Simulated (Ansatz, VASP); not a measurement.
# Cross-check of PbO2 between VASP and Ansatz, part 2 of 2

Wanted: the spread between two codes on one cell, functional and k mesh.

VASP 6.6.1 and Ansatz 0.2.0.

So far. Step 2 (Ansatz: single point, PBE): The run ends at a pressure of 5.70 GPa, with forces up to 0.040 eV/Å. Step 3 (VASP: single point, PBE): The run ends at a pressure of 5.97 GPa, with forces up to 0.048 eV/Å.

## Step 5: VASP: electric field gradients, PBEsol

Level of this step: PBEsol, spin-polarised from a ferromagnetic start; plane waves and PAW (Pb_d, O) (VASP).

Field gradients test the density near the nuclei, where the PAW reconstruction matters most. The cell compared in this pair holds 74.85 Å³, against 85.05 Å³ for the pair before.

File INCAR:

```
SYSTEM = PbO2
PREC = Accurate
ENCUT = 520
EDIFF = 1E-07
NELM = 100
ISMEAR = -5
SIGMA = 0.05
LREAL = .FALSE.
ALGO = Normal
GGA = PS
ISPIN = 2
MAGMOM = 0.5 0.5 0 0 0 0
LORBIT = 11
LWAVE = .FALSE.
LCHARG = .FALSE.
KPAR = 2
LEFG = .TRUE.
LASPH = .TRUE.
```

File POSCAR:

```
PbO2
1.0
    4.7865899813      0.0000000000      0.0000000000
    0.0000000000      4.7865899813      0.0000000000
    0.0000000000      0.0000000000      3.2667909785
Pb O
2 4
Direct
    0.5000000000      0.5000000000      0.5000000000
    0.0000000000      0.0000000000      0.0000000000
    0.6925710400      0.6925710400      0.0000000000
    0.8074289600      0.1925710400      0.5000000000
    0.1925710400      0.8074289600      0.5000000000
    0.3074289600      0.3074289600      0.0000000000
```

File KPOINTS:

```
Automatic mesh
0
Gamma
5 5 7
0 0 0
```

The projector-augmented-wave data sets are Pb_d and O (PBE family, release 54).

Started as:

```console
mpirun -np 2 vasp_std
```

Numbers of over 12 decimals in the logs are rounded to 6 here.

The program printed:

```text
[banner, memory and clock lines left out]
running    2 mpi-ranks, on    1 nodes
[...]
|                                                                             |
|               ----> ADVICE to this user running VASP <----                  |
|                                                                             |
|     You enforced a specific xc type in the INCAR file but a different       |
|     [... a line on the potential file left out ...]
|     I HOPE YOU KNOW WHAT YOU ARE DOING!                                     |
|                                                                             |

 LDA part: xc-table for (Slater+PW92), standard interpolation
 POSCAR, INCAR and KPOINTS ok, starting setup
[...]
entering main loop
       N       E                     dE             d eps       ncg     rms          rms(c)
DAV:   1     0.695579562446E+03    0.69558E+03   -0.26142E+04  3080   0.202E+03
DAV:   2     0.499139808388E+02   -0.64567E+03   -0.62023E+03  3424   0.554E+02
[...]
0.0000000    77.8684323    -0.0000000   -37.8073763    -0.0000000     0.0000000
     0.0000293    77.8684126    -0.0000000   -37.8073668    -0.0000000     0.0000000
     0.0000403    77.8683994    -0.0000000   -37.8073604    -0.0000000     0.0000000
     0.0000555    77.8683769    -0.0000000   -37.8073496    -0.0000000     0.0000000
     0.0000765    77.8683392    -0.0000000   -37.8073315    -0.0000000     0.0000000

ion   6
     0.0000000   -25.8408246     0.0000000   -12.8073436    -0.0000000     0.0000000
     0.0000293   -25.8408244     0.0000000   -12.8073435    -0.0000000     0.0000000
     0.0000403   -25.8408243     0.0000000   -12.8073434    -0.0000000     0.0000000
     0.0000555   -25.8408239     0.0000000   -12.8073432    -0.0000000     0.0000000
     0.0000765   -25.8408233     0.0000000   -12.8073429    -0.0000000     0.0000000

     0.0000000   -77.8684323     0.0000000   -37.8073763    -0.0000000     0.0000000
     0.0000293   -77.8684126     0.0000000   -37.8073668    -0.0000000     0.0000000
     0.0000403   -77.8683994     0.0000000   -37.8073604    -0.0000000     0.0000000
     0.0000555   -77.8683769     0.0000000   -37.8073496    -0.0000000     0.0000000
     0.0000765   -77.8683392     0.0000000   -37.8073315    -0.0000000     0.0000000

   1 F= -.33314440E+02 E0= -.33314440E+02  d E =0.000000E+00  mag=     0.0000
```

OUTCAR, selected parts (step 5):

```text
  Total       10.7729050     10.7729050     14.7352132      0.0000000      0.0000000      0.0000000
  in kB      230.6054726    230.6054726    315.4228872      0.0000000      0.0000000      0.0000000
  external PRESSURE =     258.8779442 kB  Pullay stress =       0.0000000 kB

 POSITION                                       TOTAL-FORCE (eV/Angst)
 -----------------------------------------------------------------------------------
      2.39329      2.39329      1.63340         0.000000      0.000000      0.000000
      0.00000      0.00000      0.00000         0.000000      0.000000      0.000000
      3.31505      3.31505      0.00000         0.266397      0.266397      0.000000
      3.86483      0.92176      1.63340        -0.266397      0.266397      0.000000
      0.92176      3.86483      1.63340         0.266397     -0.266397     -0.000000
      1.47154      1.47154      0.00000        -0.266397     -0.266397     -0.000000
 -----------------------------------------------------------------------------------
    total drift:                                0.000000      0.000000      0.000000

  FREE ENERGIE OF THE ION-ELECTRON SYSTEM (eV)
  ---------------------------------------------------
  free  energy   TOTEN  =       -33.3144399373 eV

  energy  without entropy=      -33.3144399373  energy(sigma->0) =      -33.31443994

 magnetization (x)
# of ion       s       p       d       tot
------------------------------------------
    1        0.000   0.000   0.000   0.000
    2        0.000   0.000   0.000   0.000
    3        0.000  -0.000   0.000  -0.000
    4        0.000  -0.000   0.000  -0.000
    5        0.000  -0.000   0.000  -0.000
    6        0.000  -0.000   0.000  -0.000
--------------------------------------------------
tot          0.000  -0.000   0.000  -0.000

[... 3 further parts left out ...]
[key lines of the parts left out:]
E-fermi :   5.5436
```

The run ends at a pressure of 25.89 GPa, with forces up to 0.38 eV/Å.

## Step 6: Ansatz: electric field gradients, PBEsol

The same cell, functional, mesh and smearing now go to Ansatz, which takes its cutoff from its data sets.

The cell comes out of the VASP series on this material, whose earlier steps may have relaxed, scaled or displaced it; both programs get it as it stands.

File input.yaml:

```yaml
crystal:
  lattice:
    - [4.7865899813, 0.0, 0.0]
    - [0.0, 4.7865899813, 0.0]
    - [0.0, 0.0, 3.2667909785]
  atoms:
    - { symbol: Pb, position: [0.5, 0.5, 0.5], spin: 0.5 }
    - { symbol: Pb, position: [0.0, 0.0, 0.0], spin: 0.5 }
    - { symbol: O, position: [0.69257104, 0.69257104, 0.0] }
    - { symbol: O, position: [0.80742896, 0.19257104, 0.5] }
    - { symbol: O, position: [0.19257104, 0.80742896, 0.5] }
    - { symbol: O, position: [0.30742896, 0.30742896, 0.0] }
hamiltonian:
  xc: pbesol
  pseudopotentials: { kind: paw }
magnetization:
  spin_polarized: true
kpoints:
  mp_grid: { grid: [5, 5, 7] }
scf:
  occupations: { method: tetrahedron }
output:
  forces: true
  stress: true
  efg: {}
  write_density: true
  write_potential: true
  elf: true
  volumetric_format: npy
```

Started as:

```console
ansatz run input.yaml --threads 4 --pin off --max-ram 9216MiB --backend cpu --events-out ev --progress --plain --runs-dir out
```

The program printed:

```text
Warning: output.forces, output.stress, relax.cell or npt_langevin: where a Kohn–Sham band that disperses or a degenerate level is filled in part under the method tetrahedron, the forces or the stress that this run publishes need not agree with its energy (scf.occupations.method in the input reference, under Limitations); prefer a smearing scheme for the forces or the stress
[...]
k-point 1 ↑: bands = [... 22 lower, 8.5863, 9.1328, 9.1328, 9.5653, 11.0230, 15.2746, 16.8015, 16.8015, ... 3 higher]
  k-point 2 ↑: bands = [... 22 lower, 7.8854, 9.0145, 9.0145, 9.1217, 12.8258, 15.3940, 18.2408, 18.4226, ... 3 higher]
  k-point 23 ↓: bands = [... 22 lower, 8.8284, 8.9674, 9.0175, 9.0499, 13.7078, 13.7976, 18.2261, 18.6409, ... 3 higher]
[key lines of the parts left out:]
SCF converged after 12 iterations
Magnetization: 0.0000 μB (26.0000 up, 26.0000 down)
Free energy (F): -25747.557199 eV
Fermi energy:    9.695047 eV
P = ⅓ Tr σ = 25.5062 GPa (255.062 kbar)
```

Run time: 8.5 s. Hardware: 4 threads of Arm Neoverse N1, shared host; peak memory 0.49 GiB.

The run ends at a pressure of 25.51 GPa, with forces up to 0.36 eV/Å.

## Step 7: Comparison

What differs besides the data sets and the points named for the pairs above, as far as they apply: Ansatz makes its cores anew for this functional, VASP keeps those of its PBE data sets; Ansatz adds the response of the frozen cores to the gradients, VASP leaves it out. Total energies have different zeros and are not compared.

The two programs side by side:

```csv
quantity,Ansatz,VASP,difference
pressure (GPa),25.51,25.89,-0.38
Vzz at Pb1 (V/Å²),151.9,158.4,-6.5
Vzz at Pb2 (V/Å²),151.9,158.4,-6.5
Vzz at O3 (V/Å²),-110.9,-112.0,+1.1
Vzz at O4 (V/Å²),-110.9,-112.0,+1.1
Vzz at O5 (V/Å²),-110.9,-112.0,+1.1
Vzz at O6 (V/Å²),-110.9,-112.0,+1.1
```

Forces (eV/Å; atoms numbered as in POSCAR):

```csv
atom,"Ansatz x, y, z","VASP x, y, z"
Pb1,"0.000, 0.000, 0.000","0.000, 0.000, 0.000"
Pb2,"0.000, 0.000, 0.000","0.000, 0.000, 0.000"
O3,"0.258, 0.258, 0.000","0.266, 0.266, 0.000"
O4,"-0.258, 0.258, 0.000","-0.266, 0.266, 0.000"
O5,"0.258, -0.258, 0.000","0.266, -0.266, 0.000"
O6,"-0.258, -0.258, 0.000","-0.266, -0.266, 0.000"
```

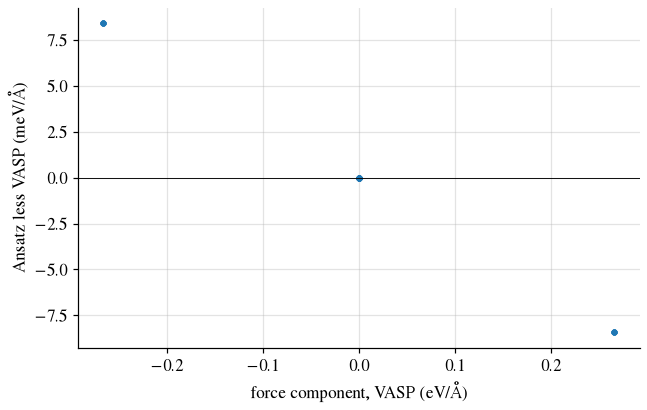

Difference of the force components against their size.

The forces differ by 5.6 meV/Å r.m.s., which is 3.2 % of the r.m.s. force of 0.18 eV/Å (both taken over all components). Ansatz's pressure holds a Pulay correction of 0.66 GPa; VASP's holds none.

## Step 8: Results

| Quantity | Value |
| --- | --- |
| difference in pressure (single point, PBE) | -0.26 GPa |
| difference in Vzz at Pb1 (electric field gradients, PBEsol) | -6.5 V/Å² |

What this shows: The difference in pressure is -0.26 GPa (single point, PBE), within the 1 GPa picked in this series as the mark of a large difference. How closely two codes agree says nothing of how well the functional describes the real material.

[Lines on the potential files, build, host, timing and source positions are cut from VASP's logs without a mark.]

[Logs are printed without paths, hosts, clocks, repeated set-up lines and the standing remarks that a program may print on its own settings, such as how far it seeks lower states.]

[Hosts, paths, dates, database ids (printed as entryN), source tags and the programs' standing remarks are cut or masked in the printed files.]
